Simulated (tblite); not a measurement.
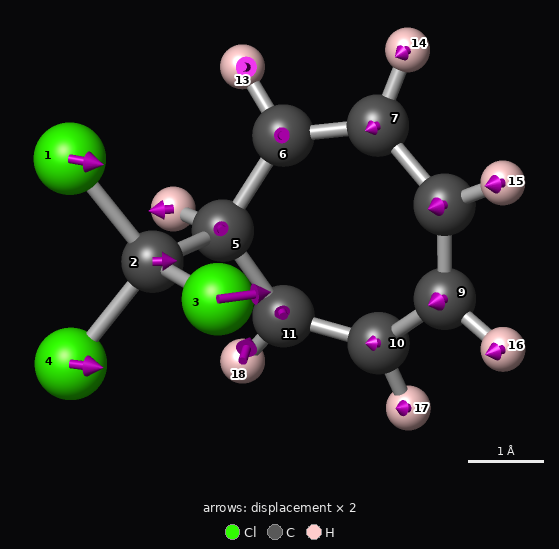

A relaxation of C8H7Cl3. The starting structure is drawn; purple arrows show the displacements, magnified 2 times. The two geometries are superimposed by the best rigid fit.

A ball-and-stick model, seen at a tilt.

The calculation used tblite, GFN2-xTB geometry optimisation, gas phase. 

What did the optimiser do to the structure, and how much energy did it gain?

The largest move after the best rigid fit is that of a Cl atom, 0.39 Å. Largest moves by element: Cl 0.39 Å, H 0.27 Å, C 0.17 Å. Near-neighbour distances that change, for instance: C–Cl 1.826 → 1.783 Å, C–Cl 1.798 → 1.766 Å, C–C 1.527 → 1.502 Å, C–H 1.102 → 1.082 Å. Among the angles between lasting bonds that change: C–C–H 102.5° → 107.8°, C–C–C 115.5° → 112.3°, C–C–C 114.7° → 112.3°. Over 51 geometry steps the energy falls by 26.7 kJ/mol.
